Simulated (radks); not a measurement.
**Hf²⁺ with its nuclear charge varied continuously**

Aim: the energy of 70 electrons in [Xe] 4f14 5d2 as the nuclear charge moves through non-integer values, and a test of dE/dZ = E(electron-nucleus)/Z.

The numbers are computed with radks (a radial shooting solver on a logarithmic mesh, Libxc functionals) version 1 (Dirac Kohn-Sham, LDA (Slater exchange, Perdew-Wang correlation), spin-unpolarised, spherical densities, finite nucleus; open shells fill j = l - 1/2 first), except any that are marked as measured or tabulated.

**1. The system**

```
element            : hafnium (Z = 72)
charge             : +2
electrons          : 70
configuration      : [Xe] 4f14 5d2
nuclear rms radius : 5.347 fm
```

In the logs a row gives level, spin channel, occupation and eigenvalue; Etot, Ekin, Encl (electron-nucleus), Eh (Hartree) and Exc are energies, all in hartree; err is the last residual, it the number of iterations.

**2. Z = 72**

The run's settings:

```text
Z 72
configuration [Xe] 4f14 5d2
relativity Dirac
functional lda,pw
spin unpolarised
j_filling energy
nucleus finite rms 5.347 fm
c 137.035999084
```

Log:

```text
1s1/2   1   2.0000       -2393.75393369
2s1/2   1   2.0000        -409.64041834
2p1/2   1   2.0000        -391.48240914
2p3/2   1   4.0000        -347.73326001
3s1/2   1   2.0000         -93.73762183
3p1/2   1   2.0000         -85.64825268
3p3/2   1   4.0000         -76.27565691
3d3/2   1   4.0000         -62.49869462
3d5/2   1   6.0000         -60.45253155
4s1/2   1   2.0000         -19.29757491
4p1/2   1   2.0000         -15.98076838
4p3/2   1   4.0000         -13.82748558
4d3/2   1   4.0000          -8.35739350
4d5/2   1   6.0000          -7.96297607
4f5/2   1   6.0000          -1.20966264
4f7/2   1   8.0000          -1.14540855
5s1/2   1   2.0000          -3.01162080
5p1/2   1   2.0000          -2.06899324
5p3/2   1   4.0000          -1.78024169
5d3/2   1   2.0000          -0.63256779
5d5/2   1   0.0000          -0.61132273
Etot -15085.764844726176
Ekin 16863.725508446885
Encl -37534.01868946834
Eh 5884.715681803993
Exc -300.187345508712
err 9.12330014521683e-09
it 16
```

5d3/2 is the highest filled level (-17.213 eV).

Sizes of the orbitals, from the radial functions (bohr):

```
level  occupation  energy (eV)     <r>  outermost maximum (interpolated)  90 % within  nodes
4d5/2           6      -216.68  0.5403                             0.475        0.812      1
5s1/2           2      -81.950   1.136                              1.02         1.64      4
5p1/2           2      -56.300   1.264                              1.10         1.86      3
5p3/2           4      -48.443   1.374                              1.19         2.02      3
4f5/2           6      -32.917  0.6701                             0.451         1.14      0
4f7/2           8      -31.168  0.6828                             0.456         1.16      0
5d3/2           2      -17.213   2.081                              1.62         3.24      2
5d5/2           0      -16.635   2.142                              1.67         3.34      2
```

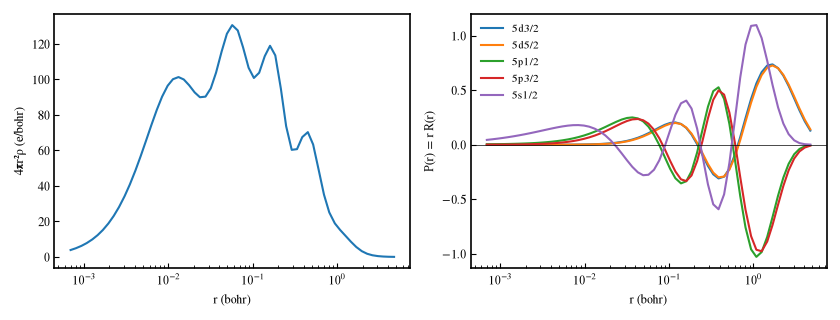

Radial density (left) and radial functions of outer levels (right).

**3. Z = 71**

Input: that of step 2 with these lines changed.

```diff
@@ -1,2 +1,2 @@
-Z 72
+Z 71
 configuration [Xe] 4f14 5d2
```

Log:

```text
1s1/2   1   2.0000       -2318.65564772
2s1/2   1   2.0000        -394.65889656
2p1/2   1   2.0000        -376.89765350
2p3/2   1   4.0000        -335.87691469
3s1/2   1   2.0000         -89.55264247
3p1/2   1   2.0000         -81.66069100
3p3/2   1   4.0000         -72.91412794
3d3/2   1   4.0000         -59.44087295
3d5/2   1   6.0000         -57.52942600
4s1/2   1   2.0000         -17.94418333
4p1/2   1   2.0000         -14.72867325
4p3/2   1   4.0000         -12.73004857
4d3/2   1   4.0000          -7.42639467
4d5/2   1   6.0000          -7.06139889
4f5/2   1   6.0000          -0.56751087
4f7/2   1   8.0000          -0.51146100
5s1/2   1   2.0000          -2.41802378
5p1/2   1   2.0000          -1.52885655
5p3/2   1   4.0000          -1.27610488
5d3/2   1   2.0000          -0.26281000
5d5/2   1   0.0000          -0.24993425
Etot -14570.01512685653
Ekin 16231.412586078457
Encl -36223.94506817007
Eh 5715.6269246534
Exc -293.10956941831546
err 9.711657892902706e-09
it 17
```

E − E(step 2, Z = 72) = +14034.3 eV. Highest occupied level: 5d3/2 at -7.151 eV.

**4. Z = 71.25**

Input: that of step 3 with these lines changed.

```diff
@@ -1,2 +1,2 @@
-Z 71
+Z 71.25
 configuration [Xe] 4f14 5d2
```

Log:

```text
1s1/2   1   2.0000       -2337.27640839
2s1/2   1   2.0000        -398.35711140
2p1/2   1   2.0000        -380.49725709
2p3/2   1   4.0000        -338.80788424
3s1/2   1   2.0000         -90.57483359
3p1/2   1   2.0000         -82.63379316
3p3/2   1   4.0000         -73.73400260
3d3/2   1   4.0000         -60.18507893
3d5/2   1   6.0000         -58.24059208
4s1/2   1   2.0000         -18.26546708
4p1/2   1   2.0000         -15.02482878
4p3/2   1   4.0000         -12.98853919
4d3/2   1   4.0000          -7.64357549
4d5/2   1   6.0000          -7.27142878
4f5/2   1   6.0000          -0.71314431
4f7/2   1   8.0000          -0.65510251
5s1/2   1   2.0000          -2.55438611
5p1/2   1   2.0000          -1.65239461
5p3/2   1   4.0000          -1.39127901
5d3/2   1   2.0000          -0.34467233
5d5/2   1   0.0000          -0.32976018
Etot -14697.911277174366
Ekin 16387.80946940355
Encl -36549.30399469215
Eh 5758.469663862282
Exc -294.8864157480475
err 6.5202425909245e-09
it 17
```

E − E(step 2, Z = 72) = +10554.0 eV. Highest occupied level: 5d3/2 at -9.379 eV.

**5. Z = 71.5**

Input: that of step 4 with these lines changed.

```diff
@@ -1,2 +1,2 @@
-Z 71.25
+Z 71.5
 configuration [Xe] 4f14 5d2
```

Log:

```text
1s1/2   1   2.0000       -2356.00013142
2s1/2   1   2.0000        -402.08737041
2p1/2   1   2.0000        -384.12851663
2p3/2   1   4.0000        -341.76159886
3s1/2   1   2.0000         -91.61372907
3p1/2   1   2.0000         -83.62342211
3p3/2   1   4.0000         -74.56823535
3d3/2   1   4.0000         -60.94346876
3d5/2   1   6.0000         -58.96551886
4s1/2   1   2.0000         -18.59882419
4p1/2   1   2.0000         -15.33292654
4p3/2   1   4.0000         -13.25831216
4d3/2   1   4.0000          -7.87183635
4d5/2   1   6.0000          -7.49240346
4f5/2   1   6.0000          -0.86939393
4f7/2   1   8.0000          -0.80932122
5s1/2   1   2.0000          -2.69944402
5p1/2   1   2.0000          -1.78424262
5p3/2   1   4.0000          -1.51432593
5d3/2   1   2.0000          -0.43410377
5d5/2   1   0.0000          -0.41711800
Etot -14826.501473376786
Ekin 16545.323581352473
Encl -36876.0525362507
Eh 5800.885177576563
Exc -296.6576960551197
err 3.1737726960597677e-09
it 17
```

E − E(step 2, Z = 72) = +7054.9 eV. The top filled level is 5d3/2, -11.813 eV.

**6. Z = 71.75**

Input: that of step 5 with these lines changed.

```diff
@@ -1,2 +1,2 @@
-Z 71.5
+Z 71.75
 configuration [Xe] 4f14 5d2
```

Log:

```text
1s1/2   1   2.0000       -2374.82611931
2s1/2   1   2.0000        -405.84870822
2p1/2   1   2.0000        -387.79046891
2p3/2   1   4.0000        -344.73699334
3s1/2   1   2.0000         -92.66826079
3p1/2   1   2.0000         -84.62851066
3p3/2   1   4.0000         -75.41573140
3d3/2   1   4.0000         -61.71495099
3d5/2   1   6.0000         -59.70311047
4s1/2   1   2.0000         -18.94314271
4p1/2   1   2.0000         -15.65185539
4p3/2   1   4.0000         -13.53824650
4d3/2   1   4.0000          -8.11005993
4d5/2   1   6.0000          -7.72320398
4f5/2   1   6.0000          -1.03517465
4f7/2   1   8.0000          -0.97303139
5s1/2   1   2.0000          -2.85212341
5p1/2   1   2.0000          -1.92336479
5p3/2   1   4.0000          -1.64423010
5d3/2   1   2.0000          -0.53028120
5d5/2   1   0.0000          -0.51118491
Etot -14955.785865046562
Ekin 16703.960337879485
Encl -37204.27005986391
Eh 5842.948257180841
Exc -298.4244002429755
err 1.3584284726506391e-08
it 16
```

E − E(step 2, Z = 72) = +3536.9 eV. 5d3/2 is the highest filled level (-14.430 eV).

**7. Z = 72.25**

Input: that of step 6 with these lines changed.

```diff
@@ -1,2 +1,2 @@
-Z 71.75
+Z 72.25
 configuration [Xe] 4f14 5d2
```

Log:

```text
1s1/2   1   2.0000       -2412.78332501
2s1/2   1   2.0000        -413.46198298
2p1/2   1   2.0000        -395.20382082
2p3/2   1   4.0000        -350.74977857
3s1/2   1   2.0000         -94.82119573
3p1/2   1   2.0000         -86.68203229
3p3/2   1   4.0000         -77.14736821
3d3/2   1   4.0000         -63.29405849
3d5/2   1   6.0000         -61.21313661
4s1/2   1   2.0000         -19.66146580
4p1/2   1   2.0000         -16.31901138
4p3/2   1   4.0000         -14.12536570
4d3/2   1   4.0000          -8.61317728
4d5/2   1   6.0000          -8.21105849
4f5/2   1   6.0000          -1.39222392
4f7/2   1   8.0000          -1.32581803
5s1/2   1   2.0000          -3.17732819
5p1/2   1   2.0000          -2.22055189
5p3/2   1   4.0000          -1.92179986
5d3/2   1   2.0000          -0.74046787
5d5/2   1   0.0000          -0.71703377
Etot -15216.43899337558
Ekin 17024.625163083765
Encl -37865.348080397176
Eh 5926.231126883169
Exc -301.94720294533744
err 1.34317749220469e-08
it 15
```

Energy against step 2 (Z = 72): -3555.8 eV. The top filled level is 5d3/2, -20.149 eV.

**8. Z = 72.5**

Input: that of step 7 with these lines changed.

```diff
@@ -1,2 +1,2 @@
-Z 72.25
+Z 72.5
 configuration [Xe] 4f14 5d2
```

Log:

```text
1s1/2   1   2.0000       -2431.91418109
2s1/2   1   2.0000        -417.31302140
2p1/2   1   2.0000        -398.95432414
2p3/2   1   4.0000        -353.78606445
3s1/2   1   2.0000         -95.91850438
3p1/2   1   2.0000         -87.72937187
3p3/2   1   4.0000         -78.03035966
3d3/2   1   4.0000         -64.10053925
3d5/2   1   6.0000         -61.98441799
4s1/2   1   2.0000         -20.03430057
4p1/2   1   2.0000         -16.66607042
4p3/2   1   4.0000         -14.43136334
4d3/2   1   4.0000          -8.87689175
4d5/2   1   6.0000          -8.46693030
4f5/2   1   6.0000          -1.58236180
4f7/2   1   8.0000          -1.51376253
5s1/2   1   2.0000          -3.34877807
5p1/2   1   2.0000          -2.37760136
5p3/2   1   4.0000          -2.06847773
5d3/2   1   2.0000          -0.85359103
5d5/2   1   0.0000          -0.82792550
Etot -15347.809041244978
Ekin 17186.66563275725
Encl -38198.29893551016
Eh 5967.528788026548
Exc -303.70452651861547
err 1.0023071615766112e-08
it 15
```

Energy against step 2 (Z = 72): -7130.6 eV. The top filled level is 5d3/2, -23.227 eV.

**9. Z = 72.75**

Input: that of step 8 with these lines changed.

```diff
@@ -1,2 +1,2 @@
-Z 72.5
+Z 72.75
 configuration [Xe] 4f14 5d2
```

Log:

```text
1s1/2   1   2.0000       -2451.14649066
2s1/2   1   2.0000        -421.19325319
2p1/2   1   2.0000        -402.73363930
2p3/2   1   4.0000        -356.84173213
3s1/2   1   2.0000         -97.02917097
3p1/2   1   2.0000         -88.78989493
3p3/2   1   4.0000         -78.92422662
3d3/2   1   4.0000         -64.91773427
3d5/2   1   6.0000         -62.76596879
4s1/2   1   2.0000         -20.41566710
4p1/2   1   2.0000         -17.02153420
4p3/2   1   4.0000         -14.74505768
4d3/2   1   4.0000          -9.14812001
4d5/2   1   6.0000          -8.73017321
4f5/2   1   6.0000          -1.77967966
4f7/2   1   8.0000          -1.70884478
5s1/2   1   2.0000          -3.52560455
5p1/2   1   2.0000          -2.53980036
5p3/2   1   4.0000          -2.21994408
5d3/2   1   2.0000          -0.97162529
5d5/2   1   0.0000          -0.94368389
Etot -15479.875839341305
Ekin 17349.85347607195
Encl -38532.90548657971
Eh 6008.635949244818
Exc -305.459778078363
err 7.836641556700122e-09
it 15
```

E − E(step 2, Z = 72) = -10724.3 eV. The top filled level is 5d3/2, -26.439 eV.

**10. Z = 73**

Input: that of step 9 with these lines changed.

```diff
@@ -1,2 +1,2 @@
-Z 72.75
+Z 73
 configuration [Xe] 4f14 5d2
```

Log:

```text
1s1/2   1   2.0000       -2470.48031804
2s1/2   1   2.0000        -425.10247258
2p1/2   1   2.0000        -406.54156088
2p3/2   1   4.0000        -359.91646945
3s1/2   1   2.0000         -98.15289395
3p1/2   1   2.0000         -89.86330019
3p3/2   1   4.0000         -79.82863942
3d3/2   1   4.0000         -65.74531575
3d5/2   1   6.0000         -63.55745692
4s1/2   1   2.0000         -20.80522970
4p1/2   1   2.0000         -17.38506785
4p3/2   1   4.0000         -15.06610426
4d3/2   1   4.0000          -9.42652153
4d5/2   1   6.0000          -9.00044529
4f5/2   1   6.0000          -1.98385489
4f7/2   1   8.0000          -1.91074153
5s1/2   1   2.0000          -3.70751636
5p1/2   1   2.0000          -2.70687906
5p3/2   1   4.0000          -2.37593705
5d3/2   1   2.0000          -1.09431766
5d5/2   1   0.0000          -1.06405405
Etot -15612.640338888828
Ekin 17514.19545719133
Encl -38869.19723170866
Eh 6049.574782865831
Exc -307.21334723732855
err 1.4451759356222672e-08
it 14
```

Energy against step 2 (Z = 72): -14337.0 eV. The top filled level is 5d3/2, -29.778 eV.

**11. What came out**

```
    Z  E (hartree)  E(electron-nucleus)/Z (hartree)  highest level  its energy (eV)  <r> (bohr)
   71  -14570.0151                         -510.196          5d3/2           -7.151       2.582
71.25  -14697.9113                         -512.973          5d3/2           -9.379       2.415
 71.5  -14826.5015                         -515.749          5d3/2          -11.813       2.282
71.75  -14955.7859                         -518.526          5d3/2          -14.430       2.173
   72  -15085.7648                         -521.306          5d3/2          -17.213       2.081
72.25  -15216.4390                         -524.088          5d3/2          -20.149       2.002
 72.5  -15347.8090                         -526.873          5d3/2          -23.227       1.933
72.75  -15479.8758                         -529.662          5d3/2          -26.439       1.872
   73  -15612.6403                         -532.455          5d3/2          -29.778       1.817
```

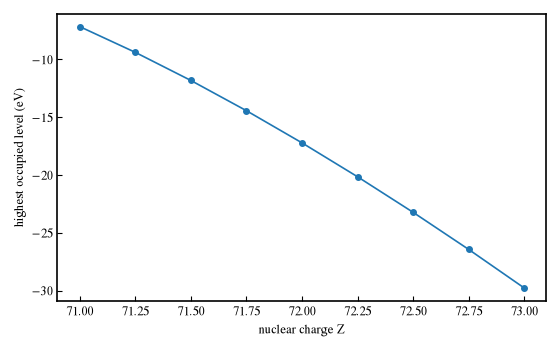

The highest occupied level against the nuclear charge.

**Reading.** At Z = 72 the central difference of E is -521.306 hartree, against -521.306 from the Hellmann-Feynman theorem. The top level goes from -7.151 eV at Z = 71 to -29.778 eV at Z = 73.
